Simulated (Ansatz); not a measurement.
Input file:

```
crystal:
  periodic: [false, false, false]
  atoms:
    - {symbol: C, position_ang: [-0.552017, -0.732962, 1.118946]}
    - {symbol: N, position_ang: [0.004127, -0.007723, 0.003722]}
    - {symbol: C, position_ang: [1.255133, -0.538691, -0.477986]}
    - {symbol: Ga, position_ang: [-0.792773, 1.433651, -0.722758]}
    - {symbol: Br, position_ang: [0.166412, 2.509442, -2.481246]}
    - {symbol: Br, position_ang: [-2.766846, 2.193865, 0.110740]}
    - {symbol: H, position_ang: [0.134742, -0.728918, 1.976262]}
    - {symbol: H, position_ang: [-0.744293, -1.781340, 0.853419]}
    - {symbol: H, position_ang: [-1.495393, -0.289191, 1.441455]}
    - {symbol: H, position_ang: [1.629155, 0.046709, -1.319608]}
    - {symbol: H, position_ang: [1.141336, -1.578633, -0.812872]}
    - {symbol: H, position_ang: [2.020426, -0.526209, 0.309927]}
basis:
  gaussian: {orbitals: def2-TZVPP}
hamiltonian: {xc: pbe0, dispersion: d4}
output: {orbitals: {seedname: orbitals}}
```

Launched as:

```sh
ansatz run in.yaml --threads 2 --pin off --events-out ev --progress --plain --max-ram 22528MiB --backend cuda --devices 0, --max-vram 18GiB
```

Geometry: PBE0-D4/def2-TZVP.

Method: RKS PBE0-D4/def2-TZVPP (Ansatz).

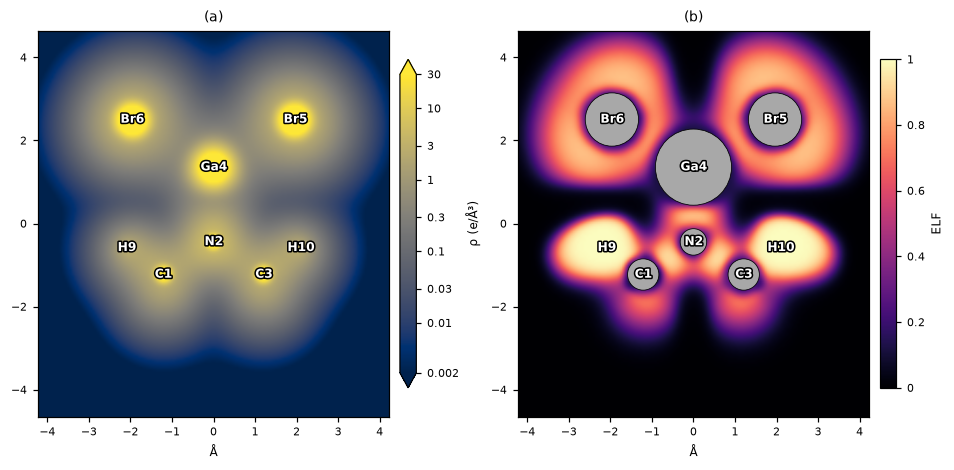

C2H6Br2GaN. (a) electron density; (b) ELF on the plane of atoms C3, N2 and Ga4. Grey discs cover the atomic cores in the ELF map.

Describe what can be read from this map.

The plane passes through C, N, Ga, Br and H nuclei.
C–N (1.44 Å): the density is about 2 e/Å³ at the midpoint; the ELF peaks at about 0.90 between the atoms: a covalent bond.
Ga–N (1.80 Å): ρ is about 0.97 e/Å³ halfway; the ELF peaks at about 0.85 in the valence shell of N, 0.6 Å from its nucleus, and is about 0.35 at the midpoint.
Ga–Br (2.27 Å): ρ is about 0.67 e/Å³ halfway; the ELF peaks at about 0.75 in the valence shell of Br, 1.0 Å from its nucleus, and is about 0.65 at the midpoint.
C–H (1.09 Å): the density is about 2 e/Å³ at the midpoint; the ELF climbs to about 1 towards the hydrogen, as it does in any bond to H; a covalent bond by its length.
The ELF also peaks beside Br6 and Br5, away from the bonds: lone-pair regions.
